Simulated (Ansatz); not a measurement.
# CH5ClOSeSi: from a rough start to a stationary point

The task is to find a stationary geometry of CH5ClOSeSi, check the end point by its vibrations and derive ideal-gas thermochemistry, and look at its orbitals and charge.

Computed with Ansatz 0.2.0, Gaussian basis. Level: RKS PBE0-D4/def2-TZVP.

Levels to be run: relaxation at PBE-D4/def2-SVP; relaxation at PBE0-D4/def2-TZVP; harmonic vibrations at the same level; a single point in def2-TZVPP for the fields.

**1. The system as given**

10 atoms, charge 0, spin multiplicity 1.

Atoms are counted from 1 here; the program's logs count them from 0.

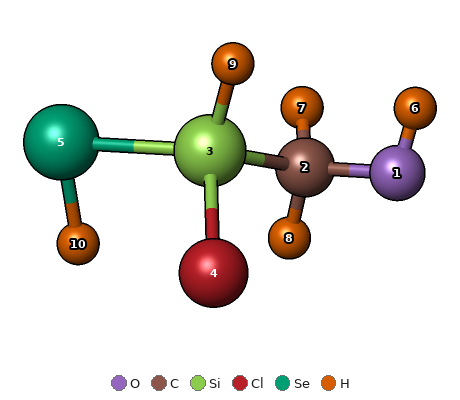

As it starts; oxygen purple, carbon brown, silicon green, chlorine red, selenium teal, hydrogen orange; atoms are numbered from 1 in the order of the file.

Geometry (Å):

```xyz
10
CH5ClOSeSi
O    -0.0431    0.0782    2.0349
C    -0.5795    0.3283    0.7251
Si    0.4910   -0.5291   -0.5338
Cl    2.5446    0.2381   -0.3829
Se   -0.2810   -0.1705   -2.6382
H    -0.3470   -0.7869    2.2737
H    -1.5922   -0.0413    0.6333
H    -0.5326    1.4361    0.5019
H     0.5413   -1.9580   -0.2031
H    -0.1183    1.3540   -2.4079
```

The start is a force-field geometry with small random shifts, so a cheaper pass at PBE-D4/def2-SVP comes first.

**2. Geometry optimisation, PBE-D4/def2-SVP (cheap first pass)**

File in.yaml:

```yaml
crystal:
  periodic: [false, false, false]
  atoms:
    - {symbol: O, position_ang: [-0.043100, 0.078200, 2.034900]}
    - {symbol: C, position_ang: [-0.579500, 0.328300, 0.725100]}
    - {symbol: Si, position_ang: [0.491000, -0.529100, -0.533800]}
    - {symbol: Cl, position_ang: [2.544600, 0.238100, -0.382900]}
    - {symbol: Se, position_ang: [-0.281000, -0.170500, -2.638200]}
    - {symbol: H, position_ang: [-0.347000, -0.786900, 2.273700]}
    - {symbol: H, position_ang: [-1.592200, -0.041300, 0.633300]}
    - {symbol: H, position_ang: [-0.532600, 1.436100, 0.501900]}
    - {symbol: H, position_ang: [0.541300, -1.958000, -0.203100]}
    - {symbol: H, position_ang: [-0.118300, 1.354000, -2.407900]}
basis:
  gaussian: {orbitals: def2-SVP}
hamiltonian: {xc: pbe, dispersion: d4}
relax: {f_tol: 0.03, max_steps: 200}
```

The run is started by

```bash
$ ansatz run in.yaml --threads 4 --pin off --events-out ev --progress --plain --max-ram 10444MiB
```

Log, shortened:

```text
Functional definition: PBE
  name "PBE"
  cite "Perdew, Burke & Ernzerhof, Phys. Rev. Lett. 77, 3865 (1996) doi:10.1103/PhysRevLett.77.3865"
  parent pbe
[...]
1328 factors; their error is unknown
[...]
mean field -88877.48209541 eV, -3266.1872236853 hartree, gradient 6.2e-5 eV, S^2 0.000000; 0 other end points of the search recorded, 0 dependent functions left out
[...]
reference -88877.48212773 eV, -3266.1872248731 hartree; 42, 42 occupied and 79, 79 virtual orbitals, 1328 factors
relax step   1: F+E_penalty+E_count = -88877.76421406 eV  Δ(F+E_penalty+E_count) = +0.000e0 eV  max|allowed force component| = 1.775e0 eV/Å  Δτ_max = 0.0000 Å  (30 SCF iters, accepted)
[...]
relax step   5: F+E_penalty+E_count = -88878.02912634 eV  Δ(F+E_penalty+E_count) = -7.404e-3 eV  max|allowed force component| = 6.693e-2 eV/Å  Δτ_max = 0.0528 Å  (29 SCF iters, accepted)
[...]
relax step   6: F+E_penalty+E_count = -88878.02986042 eV  Δ(F+E_penalty+E_count) = -7.341e-4 eV  max|allowed force component| = 2.197e-2 eV/Å  Δτ_max = 0.0195 Å  (30 SCF iters, accepted)
1328 factors; their error is unknown
[...]
mean field -88877.75041380 eV, -3266.1970842041 hartree, gradient 1.3e-5 eV, S^2 0.000000; 1 other end points of the search recorded, 0 dependent functions left out
[...]
reference -88877.75044632 eV, -3266.1970853993 hartree; 42, 42 occupied and 79, 79 virtual orbitals, 1328 factors
Total energy: -88878.02989295 eV, -3266.2073548734 hartree
Atom 0 at    -0.131157     0.093535     2.106554 Å, force    -0.009638    -0.021966    -0.014202 eV/Å
Atom 1 at    -0.550886     0.358470     0.775892 Å, force    -0.003822     0.010394     0.017244 eV/Å
Atom 2 at     0.553464    -0.486128    -0.531060 Å, force     0.000707    -0.007265    -0.010212 eV/Å
Atom 3 at     2.505014     0.215145    -0.310532 Å, force    -0.000081    -0.002968    -0.000696 eV/Å
Atom 4 at    -0.267187    -0.207693    -2.656788 Å, force     0.015908     0.002461    -0.004987 eV/Å
Atom 5 at    -0.285071    -0.854213     2.278739 Å, force     0.016795     0.019976     0.000211 eV/Å
Atom 6 at    -1.613900     0.072684     0.575447 Å, force    -0.006641     0.000596    -0.001556 eV/Å
Atom 7 at    -0.494756     1.458026     0.622843 Å, force     0.000127    -0.002146     0.004376 eV/Å
Atom 8 at     0.571130    -1.974107    -0.317521 Å, force    -0.005451     0.001108     0.007576 eV/Å
Atom 9 at    -0.203451     1.273181    -2.540573 Å, force    -0.007904    -0.000190     0.002246 eV/Å
Dipole moment:    -0.377083    -0.113742     0.046332 e Å
```

Wall time 11 s (4 threads of Arm Neoverse V1, shared host).

Relaxation path:

```
step  energy from step 1 (eV)  largest force component (eV/Å)
   1                   0.0000                          1.7754
   2                  -0.2266                          0.7609
   3                  -0.2487                          0.2808
   4                  -0.2575                          0.2070
   5                  -0.2649                          0.0669
   6                  -0.2656                          0.0220
```

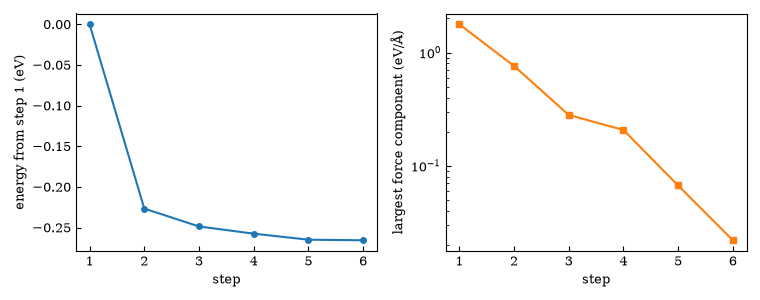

Energy and largest force along the relaxation.

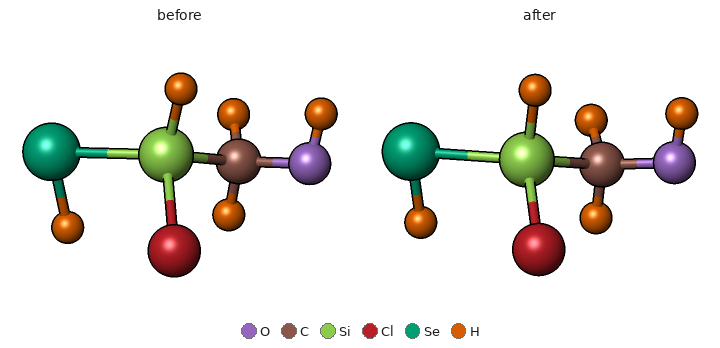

The geometry before (left) and after (right).

Distances of close pairs at the start and the end, largest changes first:

```
   bond  before (Å)  after (Å)  change (Å)
Si3–Cl4       2.197      2.085      -0.112
Se5–H10       1.550      1.487      -0.064
 C2–Si3       1.862      1.908      +0.046
  C2–H7       1.082      1.119      +0.037
 Si3–H9       1.468      1.503      +0.036
  O1–H6       0.948      0.975      +0.028
Si3–Se5       2.270      2.296      +0.026
  C2–H8       1.131      1.112      -0.019
```

**3. Relaxation at PBE0-D4/def2-TZVP**

File in.yaml:

```yaml
crystal:
  periodic: [false, false, false]
  atoms:
    - {symbol: O, position_ang: [-0.131157, 0.093535, 2.106554]}
    - {symbol: C, position_ang: [-0.550886, 0.358470, 0.775892]}
    - {symbol: Si, position_ang: [0.553464, -0.486128, -0.531060]}
    - {symbol: Cl, position_ang: [2.505014, 0.215145, -0.310532]}
    - {symbol: Se, position_ang: [-0.267187, -0.207693, -2.656788]}
    - {symbol: H, position_ang: [-0.285071, -0.854213, 2.278739]}
    - {symbol: H, position_ang: [-1.613900, 0.072684, 0.575447]}
    - {symbol: H, position_ang: [-0.494756, 1.458026, 0.622843]}
    - {symbol: H, position_ang: [0.571130, -1.974107, -0.317521]}
    - {symbol: H, position_ang: [-0.203451, 1.273181, -2.540573]}
basis:
  gaussian: {orbitals: def2-TZVP}
hamiltonian: {xc: pbe0, dispersion: d4}
relax: {f_tol: 0.005, max_steps: 150}
```

Same command.

Log, shortened:

```text
Functional definition: PBE0
  name "PBE0"
  cite "Adamo & Barone, J. Chem. Phys. 110, 6158 (1999) doi:10.1063/1.478522"
  cite "Perdew, Burke & Ernzerhof, Phys. Rev. Lett. 77, 3865 (1996) doi:10.1103/PhysRevLett.77.3865"
  parent pbe
[...]
1499 factors; their error is unknown
[...]
mean field -88900.74787955 eV, -3267.0422254824 hartree, gradient 3.7e-5 eV, S^2 0.000000; 0 other end points of the search recorded, 0 dependent functions left out
[...]
reference -88900.74791155 eV, -3267.0422266583 hartree; 42, 42 occupied and 172, 172 virtual orbitals, 1499 factors
relax step   1: F+E_penalty+E_count = -88900.98817558 eV  Δ(F+E_penalty+E_count) = +0.000e0 eV  max|allowed force component| = 7.041e-1 eV/Å  Δτ_max = 0.0000 Å  (28 SCF iters, accepted)
[...]
Atom 0 at    -0.141576     0.128552     2.081362 Å, force     0.000241    -0.002082     0.000061 eV/Å
Atom 1 at    -0.557220     0.349238     0.746186 Å, force     0.000297    -0.003798     0.002602 eV/Å
Atom 2 at     0.544867    -0.497084    -0.527991 Å, force    -0.002067     0.000340     0.001977 eV/Å
Atom 3 at     2.470695     0.166300    -0.280092 Å, force     0.000753    -0.001447    -0.000748 eV/Å
Atom 4 at    -0.231967    -0.175859    -2.635037 Å, force     0.000233     0.002964    -0.001726 eV/Å
Atom 5 at    -0.210495    -0.809044     2.278663 Å, force    -0.001157     0.003974     0.000165 eV/Å
Atom 6 at    -1.598237     0.039354     0.574787 Å, force     0.000576     0.000207    -0.000516 eV/Å
Atom 7 at    -0.522830     1.429857     0.581361 Å, force    -0.000194     0.000599    -0.000306 eV/Å
Atom 8 at     0.545512    -1.968551    -0.333186 Å, force     0.001848     0.000778    -0.000227 eV/Å
Atom 9 at    -0.215549     1.286138    -2.483051 Å, force    -0.000529    -0.001534    -0.001282 eV/Å
Dipole moment:    -0.345250    -0.139687     0.001723 e Å
```

It took 54 s on 4 threads of Arm Neoverse V1, shared host; peak memory 0.71 GiB.

Step by step:

```
step  energy from step 1 (eV)  largest force component (eV/Å)
   1                   0.0000                          0.7041
   2                  -0.0422                          0.2294
   3                  -0.0453                          0.0854
   4                  -0.0467                          0.0262
   5                  -0.0469                          0.0098
   6                  -0.0471                          0.0271
   7                  -0.0473                          0.0086
   8                  -0.0474                          0.0070
   9                  -0.0474                          0.0082
  10                  -0.0474                          0.0040
```

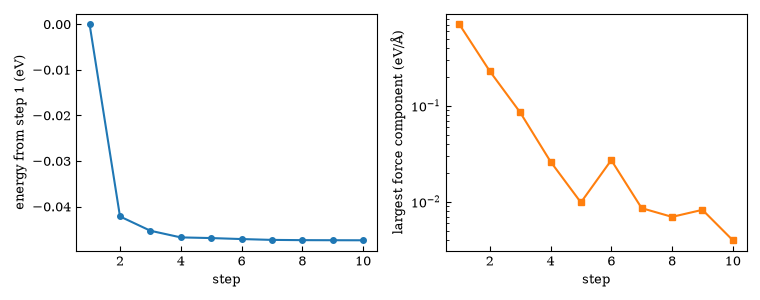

Energy and force, step by step.

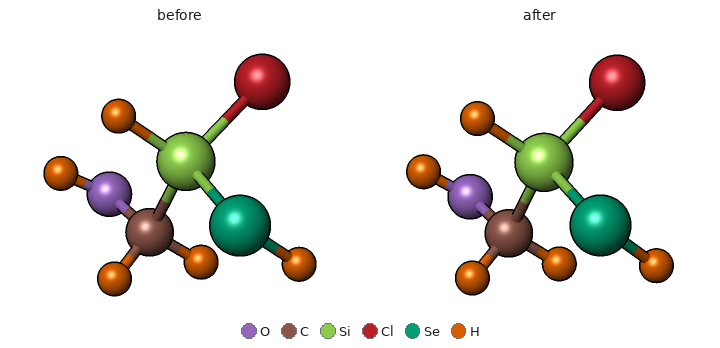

Before and after, at one scale.

Distances of close pairs at the start and the end, largest changes first:

```
   bond  before (Å)  after (Å)  change (Å)
Si3–Cl4       2.085      2.052      -0.034
Si3–Se5       2.296      2.269      -0.027
 C2–Si3       1.908      1.885      -0.023
  C2–H7       1.119      1.100      -0.019
 Si3–H9       1.503      1.484      -0.019
  C2–H8       1.112      1.094      -0.018
Se5–H10       1.487      1.470      -0.017
  O1–H6       0.975      0.961      -0.015
```

Mulliken charges at the end point, from the run's report:

```
atom  value (e)
  O1      -0.43
  C2      -0.15
 Si3       0.35
 Cl4      -0.22
 Se5      -0.25
  H6       0.31
  H7       0.13
  H8       0.13
  H9      -0.01
 H10       0.14
```

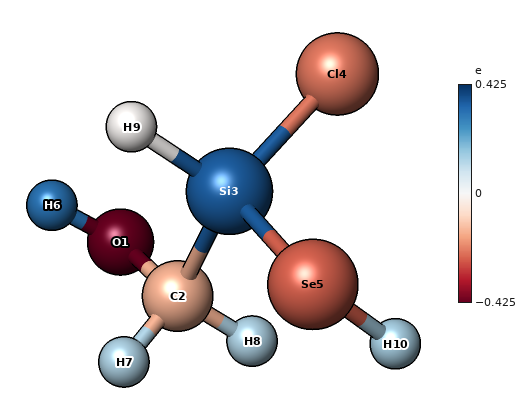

Mulliken charges at the end point, from the run's report, as colours on the atoms.

**4. Vibrations by finite differences**

File in.yaml:

```yaml
crystal:
  periodic: [false, false, false]
  atoms:
    - {symbol: O, position_ang: [-0.141576, 0.128552, 2.081362]}
    - {symbol: C, position_ang: [-0.557220, 0.349238, 0.746186]}
    - {symbol: Si, position_ang: [0.544867, -0.497084, -0.527991]}
    - {symbol: Cl, position_ang: [2.470695, 0.166300, -0.280092]}
    - {symbol: Se, position_ang: [-0.231967, -0.175859, -2.635037]}
    - {symbol: H, position_ang: [-0.210495, -0.809044, 2.278663]}
    - {symbol: H, position_ang: [-1.598237, 0.039354, 0.574787]}
    - {symbol: H, position_ang: [-0.522830, 1.429857, 0.581361]}
    - {symbol: H, position_ang: [0.545512, -1.968551, -0.333186]}
    - {symbol: H, position_ang: [-0.215549, 1.286138, -2.483051]}
basis:
  gaussian: {orbitals: def2-TZVP}
hamiltonian: {xc: pbe0, dispersion: d4}
phonons: {temperatures: {t_min: 298.15, t_max: 900, t_step: 200}}
```

Launched as before.

Log, shortened:

```text
Functional definition: PBE0
  name "PBE0"
  cite "Adamo & Barone, J. Chem. Phys. 110, 6158 (1999) doi:10.1063/1.478522"
  cite "Perdew, Burke & Ernzerhof, Phys. Rev. Lett. 77, 3865 (1996) doi:10.1103/PhysRevLett.77.3865"
  parent pbe
[...]
1499 factors; their error is unknown
[...]
mean field -88900.79260437 eV, -3267.0438690892 hartree, gradient 3.7e-5 eV, S^2 0.000000; 0 other end points of the search recorded, 0 dependent functions left out
[...]
reference -88900.79263609 eV, -3267.0438702546 hartree; 42, 42 occupied and 172, 172 virtual orbitals, 1499 factors
[...]
1499 factors; their error is unknown
mean field -88900.79256499 eV, -3267.0438676418 hartree, gradient 1.8e-6 eV, S^2 0.000000; 0 other end points of the search recorded, 0 dependent functions left out
[...]
reference -88900.79259670 eV, -3267.0438688071 hartree; 42, 42 occupied and 172, 172 virtual orbitals, 1499 factors
[...]
Atom 2 at     0.544867    -0.497084    -0.527991 Å, force    -0.002063     0.000339     0.001957 eV/Å
Atom 3 at     2.470695     0.166300    -0.280092 Å, force     0.000763    -0.001452    -0.000735 eV/Å
Atom 4 at    -0.231967    -0.175859    -2.635037 Å, force     0.000223     0.002963    -0.001727 eV/Å
Atom 5 at    -0.210495    -0.809044     2.278663 Å, force    -0.001152     0.003999     0.000167 eV/Å
Atom 6 at    -1.598237     0.039354     0.574787 Å, force     0.000585     0.000209    -0.000516 eV/Å
Atom 7 at    -0.522830     1.429857     0.581361 Å, force    -0.000196     0.000590    -0.000309 eV/Å
Atom 8 at     0.545512    -1.968551    -0.333186 Å, force     0.001848     0.000789    -0.000225 eV/Å
Atom 9 at    -0.215549     1.286138    -2.483051 Å, force    -0.000529    -0.001536    -0.001287 eV/Å
Dipole moment:    -0.345251    -0.139686     0.001722 e Å
Vibrations: 69.92 98.71 128.52 173.19 193.36 258.29 291.50 411.58 542.22 605.56 688.88 725.10 811.81 853.80 1074.72 1157.01 1287.30 1380.67 1450.47 2230.76 2437.25 3007.08 3096.48 3860.81 cm⁻¹, zero-point energy 1.663556 eV
```

Run time: 3.7 min. Hardware: 4 threads of Arm Neoverse V1, shared host; peak memory 0.71 GiB.

Motions are named by where the mode's potential energy lies. Wavenumbers, unscaled:

```
mode  cm⁻¹                   motion
   1    70                  torsion
   2    99                     bend
   3   129        bend with torsion
   4   173                  torsion
   5   193        torsion with bend
   6   258  bend with Si–Se stretch
   7   291                  torsion
   8   412  Si–Se stretch with bend
   9   542            Si–Cl stretch
  10   606                     bend
  11   689   bend with wag or twist
  12   725   Si–C stretch with bend
  13   812   bend with wag or twist
  14   854   bend with wag or twist
  15  1075              C–O stretch
  16  1157                     bend
  17  1287                     bend
  18  1381                     bend
  19  1450                     bend
  20  2231             Si–H stretch
  21  2437             Se–H stretch
  22  3007              C–H stretch
  23  3096              C–H stretch
  24  3861              O–H stretch
```

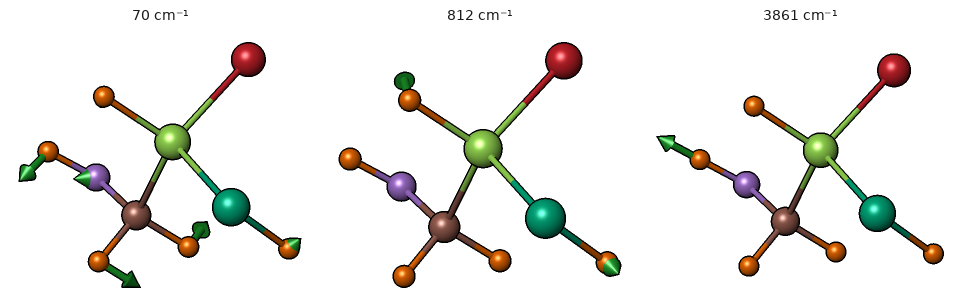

How the atoms move in 3 of the modes.

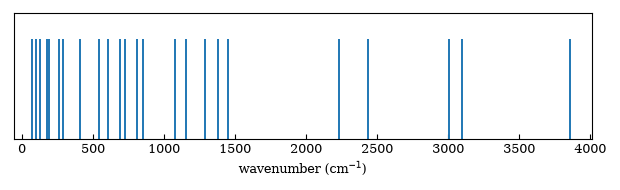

The harmonic wavenumbers as sticks (no intensities were computed).

Ideal gas, rigid rotor and harmonic oscillator at 298.15 K and 1 bar, with symmetry number 1:

```
                term            value
   zero-point energy     160.5 kJ/mol
          H(298) − E     184.5 kJ/mol
entropy, translation  173.3 J/(mol K)
   entropy, rotation  123.1 J/(mol K)
  entropy, vibration   89.6 J/(mol K)
      entropy, total  386.0 J/(mol K)
```

**5. Fields at the relaxed geometry**

Changes to in.yaml since step 4:

```diff
@@ -14,4 +14,4 @@
 basis:
-  gaussian: {orbitals: def2-TZVP}
+  gaussian: {orbitals: def2-TZVPP}
 hamiltonian: {xc: pbe0, dispersion: d4}
-phonons: {temperatures: {t_min: 298.15, t_max: 900, t_step: 200}}
+output: {orbitals: {seedname: orbitals}}
```

Launched as before.

Log:

```text
Functional definition: PBE0
  name "PBE0"
  cite "Adamo & Barone, J. Chem. Phys. 110, 6158 (1999) doi:10.1063/1.478522"
  cite "Perdew, Burke & Ernzerhof, Phys. Rev. Lett. 77, 3865 (1996) doi:10.1103/PhysRevLett.77.3865"
  parent pbe
  parameter a = 0.25
  parameter kappa = 0.804
  parameter beta = 0.06672455060314922
  exchange = (1 - a)*pbe_x(kappa = kappa, mu = beta*pi^2/3) + a*exact_x
  correlation = pbe_c(beta = beta)
1654 factors; their error is unknown
mean field evaluation 1: about -88895.4356 eV, gradient 5.0e1 eV
mean field evaluation 2: about -88889.9504 eV, gradient 7.3e1 eV
mean field evaluation 4: about -88900.3876 eV, gradient 3.8e0 eV
mean field evaluation 8: about -88900.4151 eV, gradient 5.9e-2 eV
mean field evaluation 16: about -88900.8769 eV, gradient 1.6e-4 eV
mean field -88900.87686595 eV, -3267.0469656450 hartree, gradient 2.8e-5 eV, S^2 0.000000; 0 other end points of the search recorded, 0 dependent functions left out
reference -88900.87689791 eV, -3267.0469668194 hartree; 42, 42 occupied and 222, 222 virtual orbitals, 1654 factors
Total energy: -88901.11984822 eV, -3267.0558950787 hartree
```

It took 4.9 s on 4 threads of Arm Neoverse V1, shared host; peak memory 0.91 GiB.

The fields below are evaluated on a grid from the run's orbitals.

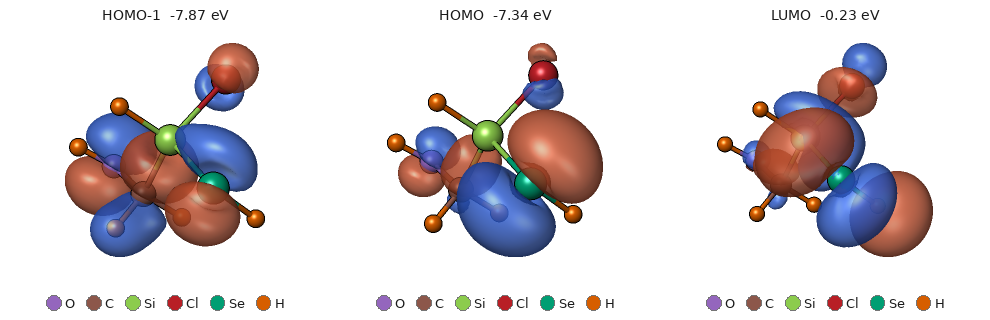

PBE0-D4/def2-TZVPP orbitals near the gap, drawn at the value that encloses 70 % of each; the two colours are the two signs.

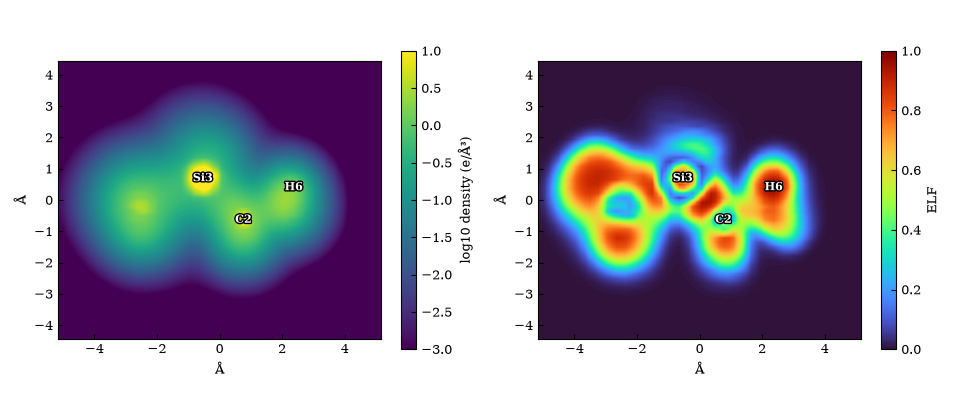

Density (left) and ELF (right) in a plane through or near 3 of the atoms.

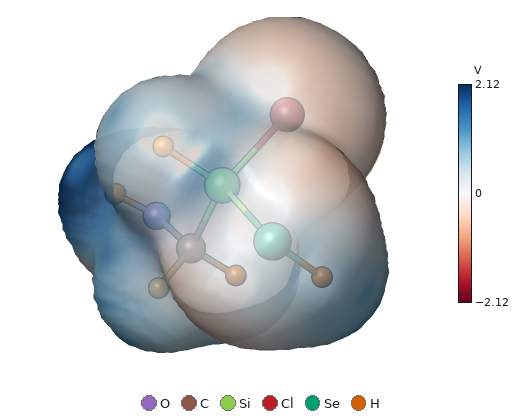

Electrostatic potential on the surface of density 0.002 e/bohr³; red is low, blue high. It runs from -1.31 V near O1 to 2.12 V near H6.

**6. Outcome**

| quantity | value |
| --- | --- |
| point group | C1 |
| steps | 6 + 10 |
| shift from the start (rms) | 0.108 Å |
| total energy | -88901.0356 eV |
| dispersion term | -243 meV |
| dipole moment | 1.79 D |
| lowest, highest wavenumber | 70, 3861 cm⁻¹ |
| zero-point energy | 160.5 kJ/mol |
| entropy at 298.15 K | 386.0 J/(mol K) |
| HOMO, LUMO | -7.34, -0.23 eV |

What this shows: The atoms moved 0.11 Å (rms) from the start; the bond that changed most is Si3–Cl4, from 2.197 to 2.052 Å. All wavenumbers are real, so the end point is a minimum. The stiffest mode, 3861 cm⁻¹, is an O–H stretch, and 5 modes under 200 cm⁻¹ make the vibrational entropy uncertain. Harmonic hybrid wavenumbers usually lie a few per cent above measured fundamentals. The largest Mulliken charge, -0.43 e, sits on O1. The HOMO lies mostly on Se5 67 %; H10 8 % and the LUMO on Se5 38 %; H10 25 %.
